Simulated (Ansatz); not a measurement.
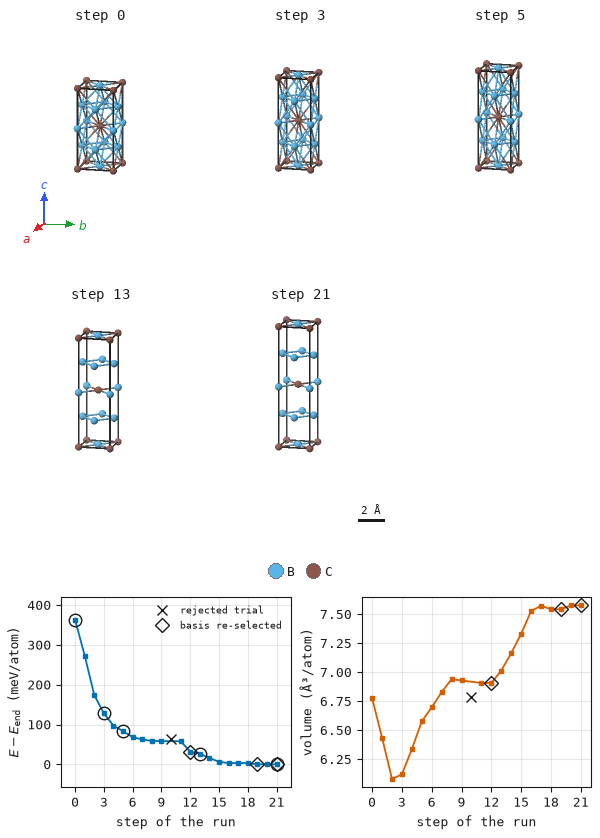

Frames of a relaxation of solid B3C (built on the TiAl3 (D0_22)_139 type) (coarse preliminary run), marked on the history of the run. A ball-and-stick model of the conventional cell (2 times the calculation's cell), seen slightly off an axis. Lengths and directions refer to the drawn axes.

Case: TiAl3 (D0_22) type (I4/mmm, No. 139).

These are results of Ansatz 0.2.0, DFT PBE, scalar-relativistic, plane waves, PAW, not measurements. Settings: plane-wave cutoff 420 eV; k-point mesh 8 × 8 × 8; occupations gaussian; smearing width 0.1 eV; no spin polarisation; cell and atoms relaxed; force threshold 0.04 eV/Å; at most 70 steps.

**What happens along the run?**

The energy falls by 363 meV per atom in 17 accepted moves (21 points after the start). All forces vanish by symmetry, so only the cell relaxes. The pressure goes from −19.31 to 0.04 GPa. The line search rejected the trial step at point 10 of the run. The SCF was repeated 3 times at an unchanged geometry on a basis and grid sized afresh for the cell, which shifted the energy by 26.2 meV per atom at most. No atom moves by more than 0.005 Å relative to the cell. Cell: a = b 2.895 → 2.507 Å (−13.4 %), c 6.467 → 9.644 Å (+49.1 %). Volume +11.8 %. Some distances before and after: B–B 2.170 → 2.717 Å, B–C 2.170 → 2.717 Å, B–B 2.047 → 1.773 Å, B–C 2.047 → 1.773 Å. The space group stays I4/mmm (No. 139). From step 0 to 3: volume −9.7 %, energy −235 meV per atom. From step 3 to 5: volume +7.5 %, energy −44.4 meV per atom. From step 5 to 13: volume +6.7 %, energy −56.6 meV per atom. From step 13 to 21: volume +8.0 %, energy −26.8 meV per atom.

```
step  E − E(0), meV/atom  pressure, GPa  volume, Å³/atom                      note
   0                0.00         -19.31            6.777                          
   1              -89.97         -11.12            6.437                          
   2             -189.27           7.65            6.082                          
   3             -235.07          11.41            6.119                          
   4             -265.72           6.32            6.338                          
   5             -279.48          -0.10            6.576                          
   6             -294.51           0.78            6.698                          
   7             -300.44          -0.34            6.829                          
   8             -304.03           0.49            6.940                          
   9             -304.53           0.04            6.929                          
  10             -298.66           0.43            6.786                  rejected
  11             -304.74          -0.17            6.907                          
  12             -330.97           2.21            6.907  same geometry, new basis
  13             -336.11           1.44            7.015                          
  14             -346.87           0.74            7.165                          
  15             -356.53           0.79            7.332                          
  16             -359.66           0.73            7.527                          
  17             -359.46          -0.67            7.573                          
  18             -359.66           0.00            7.543                          
  19             -362.83           0.11            7.543  same geometry, new basis
  20             -362.83           0.04            7.576                          
  21             -362.91           0.04            7.576  same geometry, new basis
```
